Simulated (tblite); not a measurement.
## Geometry relaxation, with input and output: C₄H₉NSi₂ (part 1 of 2)

System: C₄H₉NSi₂.
Method: GFN2-xTB geometry optimisation, gas phase (tblite 0.8.0).

It belongs to a series of runs on one base structure; here: constitutional isomer.

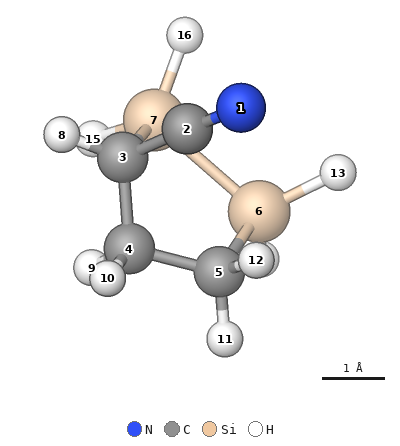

The structure as given in the input (ball-and-stick view, seen at a tilt; atoms are numbered from 1 in the order of the input).

The input:
```
{"job": {"kind": "relax", "xc": "GFN2-xTB", "basis": "xTB"}, "charge": 0, "multiplicity": 1}
N     -1.232300    -0.684300     2.443900
C     -1.282200    -0.490300     1.288400
C     -1.290500    -0.253700    -0.149400
C     -0.195000    -1.038100    -0.776600
C      1.044100    -0.928900     0.077800
Si     1.413500     0.908600     0.232600
Si    -0.669500     1.512700    -0.371800
H     -2.285800    -0.412600    -0.574400
H     -0.043800    -0.677300    -1.795400
H     -0.484500    -2.118200    -0.770200
H      1.919800    -1.385300    -0.457700
H      0.943100    -1.409400     1.061100
H      1.674400     1.221900     1.645600
H      2.429300     1.377600    -0.697000
H     -0.698100     1.944300    -1.756200
H     -1.250100     2.441800     0.587800
```

The first line tells a small driver script what to run in tblite; the rest is the geometry in Å.

Hardware: 1 CPU thread, shared host.

Launch command:
```bash
OMP_NUM_THREADS=1 python <driver script> task.json out
```

Log:
```
step      E/eV     max force
  0    -529.44006    3.271
  1    -529.42896    9.102
  2    -529.66731    1.455
  3    -529.72711    0.761
  4    -529.78271    0.503
  5    -529.84283    0.739
  6    -529.86136    0.424
  7    -529.88503    0.314
  8    -529.90989    0.601
  9    -529.93952    0.764
 10    -529.95876    0.511
 11    -529.96936    0.215
 12    -529.97582    0.303
 13    -529.98117    0.306
 14    -529.98482    0.178
 15    -529.98724    0.134
 16    -529.98958    0.203
 17    -529.99256    0.245
 18    -529.99578    0.189
 19    -529.99832    0.130
 20    -530.00021    0.101
 21    -530.00211    0.147
 22    -530.00442    0.158
 23    -530.00709    0.134
 24    -530.00962    0.114
 25    -530.01180    0.119
 26    -530.01375    0.139
 27    -530.01564    0.110
 28    -530.01749    0.089
 29    -530.01923    0.108
 30    -530.02084    0.095
 31    -530.02233    0.094
 32    -530.02369    0.083
 33    -530.02486    0.072
 34    -530.02585    0.079
 35    -530.02670    0.072
 36    -530.02740    0.051
 37    -530.02794    0.053
 38    -530.02837    0.055
 39    -530.02875    0.045
 40    -530.02911    0.054
 41    -530.02946    0.056
 42    -530.02983    0.056
 43    -530.03027    0.055
 44    -530.03087    0.056
 45    -530.03160    0.076
 46    -530.03263    0.092
 47    -530.03387    0.099
 48    -530.03512    0.075
 49    -530.03613    0.080
 50    -530.03707    0.085
 51    -530.03818    0.095
 52    -530.03933    0.082
 53    -530.04037    0.118
 54    -530.04144    0.137
 55    -530.04264    0.135
 56    -530.04389    0.139
 57    -530.04497    0.085
 58    -530.04573    0.060
 59    -530.04627    0.140
 60    -530.04672    0.080
 61    -530.04721    0.107
 62    -530.04756    0.076
 63    -530.04778    0.032
 64    -530.04791    0.039
 65    -530.04813    0.067
 66    -530.04826    0.036
 67    -530.04835    0.030
 68    -530.04841    0.019
 69    -530.04848    0.022
 70    -530.04855    0.019
 71    -530.04860    0.016
 72    -530.04863    0.014
 73    -530.04865    0.014
 74    -530.04868    0.012
 75    -530.04870    0.010
 76    -530.04872    0.009
```

Trajectory as extended XYZ (Å, eV, eV/Å), 30 of the 77 frames kept, from step=0 to step=76:
```
16
Properties=species:S:1:pos:R:3:forces:R:3 step=0 energy=-529.44006
N    -1.2323   -0.6843    2.4439   -0.2200   0.6000  -3.2080
C    -1.2822   -0.4903    1.2884   -0.3680  -0.5570   2.2670
C    -1.2905   -0.2537   -0.1494   -1.0450   0.5270   1.3930
C    -0.1950   -1.0381   -0.7766   -0.0620  -2.1930   0.0620
C     1.0441   -0.9289    0.0778    1.7270  -0.3120  -0.6190
Si    1.4135    0.9086    0.2326    0.6250   0.6480   0.8290
Si   -0.6695    1.5127   -0.3718   -0.0150   1.4170   0.2880
H    -2.2858   -0.4126   -0.5744    0.0910  -0.2600   0.1480
H    -0.0438   -0.6773   -1.7954    0.1840  -0.3300  -0.0550
H    -0.4845   -2.1182   -0.7702    0.0960   0.4630  -0.5180
H     1.9198   -1.3853   -0.4577   -0.7610  -0.0840   0.5230
H     0.9431   -1.4094    1.0611   -0.0400  -0.0050  -0.5250
H     1.6744    1.2219    1.6456    0.2730   0.0180  -0.1930
H     2.4293    1.3776   -0.6970    0.3190  -0.0480   0.0260
H    -0.6981    1.9443   -1.7562   -0.4390   0.0410  -0.2630
H    -1.2501    2.4418    0.5878   -0.3650   0.0760  -0.1550
16
Properties=species:S:1:pos:R:3:forces:R:3 step=3 energy=-529.72711
N    -1.2363   -0.6784    2.4206   -0.1360   0.1330  -0.7040
C    -1.3023   -0.4954    1.2854   -0.3550  -0.1460   0.6570
C    -1.3076   -0.2404   -0.1189    0.0910   0.1650  -0.1350
C    -0.1937   -1.0731   -0.7686   -0.1040  -0.2090   0.2060
C     1.0778   -0.9311    0.0642    0.2210   0.1090  -0.2140
Si    1.4306    0.9268    0.2532    0.1770   0.1550   0.1050
Si   -0.6651    1.5517   -0.3634    0.1640   0.3670   0.1020
H    -2.2856   -0.4222   -0.5679    0.0100  -0.1350   0.1320
H    -0.0397   -0.6945   -1.7905    0.0290  -0.3590   0.1640
H    -0.4869   -2.1237   -0.7887   -0.0430  -0.1080  -0.2650
H     1.9106   -1.3989   -0.4491    0.0760  -0.3670   0.0070
H     0.9449   -1.4090    1.0404    0.0970  -0.0150  -0.2740
H     1.6876    1.2243    1.6460    0.3520   0.0950   0.2110
H     2.4424    1.3761   -0.6952    0.2900  -0.0210   0.0740
H    -0.7161    1.9460   -1.7653   -0.4010   0.0280  -0.1080
H    -1.2683    2.4508    0.5863   -0.4670   0.3100   0.0440
16
Properties=species:S:1:pos:R:3:forces:R:3 step=5 energy=-529.84283
N    -1.2479   -0.6744    2.4079   -0.1600  -0.1240   0.6090
C    -1.3434   -0.4993    1.2838   -0.0020   0.2440  -0.6980
C    -1.3019   -0.2238   -0.1213   -0.0760   0.0110   0.0900
C    -0.1958   -1.0825   -0.7497   -0.0780  -0.4130  -0.1780
C     1.0960   -0.9211    0.0467    0.2170  -0.2060  -0.1650
Si    1.4513    0.9449    0.2669    0.0940  -0.0710  -0.0160
Si   -0.6489    1.5944   -0.3519   -0.1250   0.0050   0.0740
H    -2.2849   -0.4368   -0.5541    0.1180   0.0680  -0.0450
H    -0.0371   -0.7346   -1.7720   -0.0040  -0.0520  -0.1560
H    -0.4952   -2.1478   -0.8170    0.0920   0.3800   0.1550
H     1.9219   -1.4403   -0.4508   -0.1530   0.0170   0.0060
H     0.9563   -1.4092    1.0081    0.1140  -0.0040   0.1340
H     1.7251    1.2338    1.6663    0.2900   0.0430   0.0640
H     2.4739    1.3739   -0.6872    0.2160  -0.0060   0.1220
H    -0.7593    1.9491   -1.7767   -0.2920   0.0110   0.1620
H    -1.3177    2.4827    0.5896   -0.2530   0.0970  -0.1580
16
Properties=species:S:1:pos:R:3:forces:R:3 step=8 energy=-529.90989
N    -1.2836   -0.6756    2.4064   -0.2480   0.0880  -0.4530
C    -1.3660   -0.4849    1.2748    0.2310  -0.0780   0.5490
C    -1.2966   -0.2152   -0.1234    0.1420  -0.0670  -0.0730
C    -0.1958   -1.1021   -0.7529    0.1780   0.5130  -0.0020
C     1.1160   -0.9337    0.0254   -0.2160   0.0480   0.1980
Si    1.4751    0.9456    0.2751   -0.0380  -0.1280  -0.0130
Si   -0.6511    1.6208   -0.3332   -0.0430  -0.2020   0.0780
H    -2.2740   -0.4371   -0.5543    0.0020   0.1270  -0.1680
H    -0.0375   -0.7706   -1.7800   -0.0410   0.0640  -0.1740
H    -0.4973   -2.1427   -0.8151   -0.0980  -0.2510   0.2360
H     1.9226   -1.4741   -0.4602    0.0740   0.0020  -0.1700
H     0.9810   -1.4078    0.9988    0.0750   0.0200   0.0710
H     1.7902    1.2445    1.6832    0.1450  -0.0650  -0.2360
H     2.5244    1.3713   -0.6636    0.0670  -0.0220   0.1590
H    -0.8292    1.9534   -1.7616   -0.1660   0.0220   0.2140
H    -1.3857    2.5170    0.5692   -0.0620  -0.0700  -0.2170
16
Properties=species:S:1:pos:R:3:forces:R:3 step=10 energy=-529.95876
N    -1.3330   -0.6760    2.4049   -0.1380   0.1470  -0.4220
C    -1.3615   -0.4706    1.2737    0.0500  -0.2810   0.4240
C    -1.2844   -0.2145   -0.1276    0.0700   0.0370  -0.0320
C    -0.1878   -1.0962   -0.7630    0.0620   0.2160   0.1330
C     1.1223   -0.9463    0.0198   -0.0370   0.2170   0.1310
Si    1.4906    0.9322    0.2769   -0.0260   0.0630  -0.0120
Si   -0.6612    1.6192   -0.3122    0.1360  -0.0430   0.0360
H    -2.2609   -0.4231   -0.5702    0.0250   0.0860  -0.0760
H    -0.0413   -0.7890   -1.8057   -0.0150   0.0390   0.0930
H    -0.5008   -2.1376   -0.7864   -0.0720  -0.2080   0.1020
H     1.9208   -1.4922   -0.4790    0.0450   0.0560  -0.0790
H     1.0070   -1.4061    1.0059   -0.0430  -0.0270  -0.1020
H     1.8554    1.2474    1.6770    0.0200  -0.1220  -0.2940
H     2.5703    1.3675   -0.6301   -0.0610  -0.0510   0.1210
H    -0.8991    1.9583   -1.7269   -0.0550   0.0210   0.0950
H    -1.4439    2.5362    0.5316    0.0370  -0.1510  -0.1170
16
Properties=species:S:1:pos:R:3:forces:R:3 step=13 energy=-529.98117
N    -1.3626   -0.6691    2.4021   -0.0650  -0.0340   0.2550
C    -1.3559   -0.4849    1.2727   -0.1290  -0.0150  -0.2770
C    -1.2768   -0.2127   -0.1272   -0.0100  -0.0080   0.0510
C    -0.1834   -1.0891   -0.7572   -0.0530  -0.1900   0.0250
C     1.1251   -0.9363    0.0244    0.0410  -0.0390  -0.0910
Si    1.4912    0.9334    0.2723   -0.0100   0.0460  -0.0790
Si   -0.6524    1.6129   -0.3037    0.0440   0.0510  -0.0440
H    -2.2513   -0.4077   -0.5832    0.0510   0.0550  -0.0020
H    -0.0438   -0.7889   -1.8042    0.0060  -0.0200   0.1310
H    -0.5035   -2.1411   -0.7636    0.0650   0.1120   0.0310
H     1.9192   -1.4844   -0.4895   -0.0150   0.1300   0.0270
H     1.0108   -1.4087    1.0026   -0.0160  -0.0100  -0.0400
H     1.8790    1.2360    1.6492    0.0500  -0.0400   0.0420
H     2.5799    1.3620   -0.6093    0.0430   0.0080  -0.0520
H    -0.9254    1.9619   -1.7053   -0.0010   0.0130  -0.0180
H    -1.4577    2.5257    0.5085   -0.0020  -0.0590   0.0420
16
Properties=species:S:1:pos:R:3:forces:R:3 step=16 energy=-529.98958
N    -1.3871   -0.6663    2.4039   -0.0720  -0.0290  -0.1040
C    -1.3723   -0.4965    1.2694   -0.0780   0.0520   0.1800
C    -1.2723   -0.2117   -0.1238   -0.0080  -0.0110   0.0040
C    -0.1842   -1.0969   -0.7486    0.0210   0.0920   0.0020
C     1.1281   -0.9328    0.0189   -0.0330   0.0090   0.0490
Si    1.4944    0.9394    0.2644    0.0620  -0.0330   0.0130
Si   -0.6443    1.6187   -0.3036   -0.0750  -0.0450  -0.0160
H    -2.2424   -0.3950   -0.5897   -0.0100   0.0380  -0.0440
H    -0.0445   -0.7954   -1.7897   -0.0110  -0.0090  -0.0680
H    -0.5007   -2.1418   -0.7514   -0.0030  -0.0950   0.0440
H     1.9223   -1.4717   -0.4947    0.0690   0.0430  -0.0470
H     1.0131   -1.4103    0.9934    0.0430   0.0120   0.0370
H     1.8993    1.2264    1.6418    0.0140  -0.0270   0.0210
H     2.5933    1.3606   -0.6063    0.0430   0.0210  -0.0900
H    -0.9417    1.9657   -1.6995    0.0250   0.0120  -0.0550
H    -1.4687    2.5165    0.5039    0.0120  -0.0290   0.0760
16
Properties=species:S:1:pos:R:3:forces:R:3 step=18 energy=-529.99578
N    -1.4144   -0.6695    2.4070   -0.0960  -0.0220  -0.1540
C    -1.3954   -0.4981    1.2724    0.0210   0.0440   0.1830
C    -1.2708   -0.2128   -0.1189   -0.0420   0.0330  -0.0300
C    -0.1848   -1.1007   -0.7426    0.0340   0.1160   0.0210
C     1.1287   -0.9315    0.0171    0.0430   0.0920   0.0850
Si    1.5028    0.9410    0.2572    0.0510   0.0220   0.0470
Si   -0.6460    1.6183   -0.3068    0.0180  -0.0590   0.0400
H    -2.2353   -0.3797   -0.5995   -0.0560  -0.0130  -0.0480
H    -0.0461   -0.8008   -1.7837   -0.0400  -0.0270  -0.0900
H    -0.4961   -2.1462   -0.7359   -0.0300  -0.1090   0.0150
H     1.9303   -1.4529   -0.5023    0.0360  -0.0350  -0.0400
H     1.0192   -1.4105    0.9911    0.0740   0.0090   0.0380
H     1.9166    1.2153    1.6402   -0.0160  -0.0240  -0.0690
H     2.6083    1.3622   -0.6155   -0.0470  -0.0130  -0.0280
H    -0.9500    1.9699   -1.7012    0.0280   0.0010  -0.0360
H    -1.4746    2.5046    0.5099    0.0220  -0.0160   0.0660
16
Properties=species:S:1:pos:R:3:forces:R:3 step=21 energy=-530.00211
N    -1.4519   -0.6775    2.4077   -0.0860  -0.0220   0.0330
C    -1.4148   -0.4930    1.2773    0.0220   0.0170  -0.1440
C    -1.2748   -0.2112   -0.1162    0.0020   0.0090  -0.0270
C    -0.1835   -1.0993   -0.7351   -0.0110  -0.0630   0.0090
C     1.1350   -0.9228    0.0213    0.0220  -0.0160  -0.0530
Si    1.5133    0.9461    0.2522   -0.0490   0.0370  -0.0280
Si   -0.6449    1.6128   -0.3073    0.0420   0.0570   0.0120
H    -2.2343   -0.3666   -0.6137   -0.0160  -0.0540   0.0190
H    -0.0529   -0.8083   -1.7841   -0.0340  -0.0550   0.0530
H    -0.4917   -2.1534   -0.7183    0.0300   0.1070   0.0040
H     1.9386   -1.4346   -0.5112   -0.0500  -0.0360   0.0310
H     1.0336   -1.4091    0.9938    0.0840   0.0360  -0.0070
H     1.9298    1.2019    1.6321    0.0190   0.0270   0.0130
H     2.6147    1.3624   -0.6294   -0.0590  -0.0100  -0.0080
H    -0.9505    1.9733   -1.7050    0.0410  -0.0220   0.0630
H    -1.4732    2.4883    0.5245    0.0420  -0.0110   0.0290
16
Properties=species:S:1:pos:R:3:forces:R:3 step=24 energy=-530.00962
N    -1.5170   -0.6895    2.3977   -0.0210   0.0380  -0.1050
C    -1.4360   -0.4852    1.2720   -0.0700  -0.0770  -0.0130
C    -1.2785   -0.2054   -0.1201    0.0660  -0.0120   0.0040
C    -0.1815   -1.1004   -0.7225   -0.0140   0.0000  -0.0150
C     1.1465   -0.9114    0.0194   -0.0710  -0.0630  -0.0530
Si    1.5200    0.9589    0.2452   -0.0360  -0.0760  -0.0050
Si   -0.6358    1.6169   -0.3021   -0.0740   0.0080   0.0060
H    -2.2367   -0.3631   -0.6270    0.0890  -0.0250   0.0610
H    -0.0677   -0.8313   -1.7781    0.0440   0.0090   0.0220
H    -0.4845   -2.1522   -0.6965   -0.0080   0.0000   0.0770
H     1.9424   -1.4263   -0.5195   -0.0160  -0.0130  -0.0190
H     1.0702   -1.3991    0.9943    0.0060   0.0600  -0.0170
H     1.9521    1.1922    1.6232    0.0250   0.0650   0.0310
H     2.6124    1.3607   -0.6473   -0.0040   0.0380  -0.0400
H    -0.9464    1.9739   -1.6985    0.0400   0.0170   0.0550
H    -1.4671    2.4702    0.5487    0.0440   0.0300   0.0110
16
Properties=species:S:1:pos:R:3:forces:R:3 step=26 energy=-530.01375
N    -1.5606   -0.6938    2.3872   -0.0150   0.0270  -0.0680
C    -1.4552   -0.4867    1.2643   -0.0440  -0.0660   0.0640
C    -1.2752   -0.2025   -0.1219    0.0190  -0.0090   0.0050
C    -0.1814   -1.1025   -0.7157    0.0180   0.0240  -0.0110
C     1.1496   -0.9090    0.0135    0.0110   0.0170   0.0250
Si    1.5225    0.9613    0.2401    0.0430  -0.0440   0.0320
Si   -0.6348    1.6204   -0.2975   -0.0240  -0.0590   0.0510
H    -2.2302   -0.3616   -0.6313    0.0460  -0.0110  -0.0040
H    -0.0730   -0.8455   -1.7724    0.0590   0.0270  -0.0540
H    -0.4809   -2.1513   -0.6761   -0.0580  -0.1030   0.0740
H     1.9435   -1.4223   -0.5269    0.0100  -0.0270  -0.0640
H     1.0927   -1.3891    0.9925   -0.0540   0.0200   0.0040
H     1.9710    1.1908    1.6189   -0.0100   0.0530  -0.0520
H     2.6130    1.3622   -0.6591   -0.0370   0.0330  -0.0150
H    -0.9451    1.9763   -1.6892    0.0210   0.0490  -0.0170
H    -1.4635    2.4622    0.5622    0.0150   0.0690   0.0310
16
Properties=species:S:1:pos:R:3:forces:R:3 step=29 energy=-530.01923
N    -1.6300   -0.6994    2.3722   -0.0290  -0.0280   0.0890
C    -1.4881   -0.4958    1.2540    0.0310   0.0070   0.0140
C    -1.2696   -0.2016   -0.1230   -0.0400  -0.0530   0.0020
C    -0.1789   -1.1077   -0.7073    0.0250  -0.0630   0.0060
C     1.1579   -0.9044    0.0074    0.0590  -0.0100   0.0050
Si    1.5310    0.9617    0.2341    0.0120   0.0570  -0.0290
Si   -0.6345    1.6182   -0.2844    0.0500   0.0200   0.0280
H    -2.2164   -0.3599   -0.6421   -0.0460  -0.0020  -0.0980
H    -0.0736   -0.8635   -1.7695    0.0230  -0.0480   0.0150
H    -0.4813   -2.1585   -0.6351   -0.0030   0.0260  -0.0260
H     1.9450   -1.4170   -0.5456    0.0010  -0.0230  -0.0070
H     1.1181   -1.3728    0.9918   -0.0690  -0.0530   0.0050
H     1.9967    1.1957    1.6048   -0.0030   0.0450  -0.0290
H     2.6064    1.3693   -0.6804   -0.0340   0.0300  -0.0090
H    -0.9373    1.9868   -1.6765    0.0100   0.0420   0.0240
H    -1.4529    2.4577    0.5881    0.0120   0.0530   0.0110
16
Properties=species:S:1:pos:R:3:forces:R:3 step=31 energy=-530.02233
N    -1.6655   -0.7038    2.3677   -0.0070  -0.0250   0.0450
C    -1.5026   -0.5017    1.2518    0.0110   0.0170  -0.0030
C    -1.2699   -0.2055   -0.1238   -0.0200  -0.0190   0.0040
C    -0.1753   -1.1136   -0.7028   -0.0100  -0.0070   0.0190
C     1.1659   -0.9026    0.0053   -0.0290  -0.0480  -0.0090
Si    1.5357    0.9652    0.2300   -0.0450   0.0090  -0.0490
Si   -0.6314    1.6177   -0.2745   -0.0150   0.0310  -0.0080
H    -2.2127   -0.3622   -0.6538   -0.0030   0.0090  -0.0620
H    -0.0704   -0.8759   -1.7676   -0.0030  -0.0750   0.0510
H    -0.4833   -2.1628   -0.6166    0.0510   0.0530  -0.0590
H     1.9458   -1.4186   -0.5559    0.0110  -0.0050   0.0510
H     1.1241   -1.3674    0.9918   -0.0200  -0.0600  -0.0110
H     2.0058    1.2050    1.5951    0.0220   0.0430   0.0160
H     2.5960    1.3768   -0.6943    0.0200   0.0430  -0.0400
H    -0.9275    1.9963   -1.6689    0.0060   0.0240   0.0820
H    -1.4424    2.4620    0.6051    0.0320   0.0090  -0.0280
16
Properties=species:S:1:pos:R:3:forces:R:3 step=34 energy=-530.02585
N    -1.6921   -0.7093    2.3667    0.0290   0.0000  -0.0740
C    -1.5139   -0.5066    1.2524   -0.0450   0.0000  -0.0010
C    -1.2723   -0.2104   -0.1239    0.0070   0.0440   0.0040
C    -0.1732   -1.1185   -0.6974   -0.0190   0.0380   0.0060
C     1.1698   -0.9061    0.0044   -0.0340   0.0140   0.0400
Si    1.5364    0.9676    0.2226    0.0170  -0.0380   0.0090
Si   -0.6310    1.6188   -0.2647   -0.0220  -0.0440   0.0130
H    -2.2086   -0.3643   -0.6706    0.0420   0.0130   0.0260
H    -0.0659   -0.8948   -1.7626   -0.0250  -0.0010  -0.0230
H    -0.4809   -2.1644   -0.6091    0.0240  -0.0480  -0.0160
H     1.9478   -1.4239   -0.5582    0.0050   0.0060   0.0650
H     1.1232   -1.3717    0.9903    0.0290  -0.0330   0.0060
H     2.0148    1.2214    1.5864    0.0060   0.0120  -0.0460
H     2.5882    1.3897   -0.7099   -0.0060   0.0130  -0.0170
H    -0.9195    2.0098   -1.6531   -0.0210   0.0290   0.0190
H    -1.4304    2.4716    0.6154    0.0120  -0.0040  -0.0090
16
Properties=species:S:1:pos:R:3:forces:R:3 step=37 energy=-530.02794
N    -1.7286   -0.7162    2.3573    0.0120  -0.0140  -0.0020
C    -1.5356   -0.5094    1.2468   -0.0080   0.0070  -0.0400
C    -1.2722   -0.2086   -0.1239    0.0060  -0.0300  -0.0190
C    -0.1732   -1.1210   -0.6901    0.0200  -0.0470  -0.0130
C     1.1716   -0.9053    0.0069    0.0230  -0.0050   0.0200
Si    1.5415    0.9672    0.2150    0.0170   0.0100  -0.0020
Si   -0.6307    1.6156   -0.2548    0.0440   0.0210   0.0010
H    -2.1988   -0.3598   -0.6838   -0.0260   0.0130   0.0030
H    -0.0693   -0.9128   -1.7592   -0.0140   0.0410  -0.0030
H    -0.4741   -2.1696   -0.5950   -0.0080  -0.0040   0.0090
H     1.9507   -1.4214   -0.5555    0.0000  -0.0020   0.0240
H     1.1357   -1.3757    0.9906   -0.0060  -0.0020   0.0350
H     2.0326    1.2306    1.5710    0.0130   0.0070  -0.0210
H     2.5841    1.3994   -0.7265   -0.0330  -0.0170  -0.0010
H    -0.9196    2.0240   -1.6363   -0.0300   0.0220  -0.0180
H    -1.4217    2.4717    0.6263   -0.0110   0.0020   0.0250
```
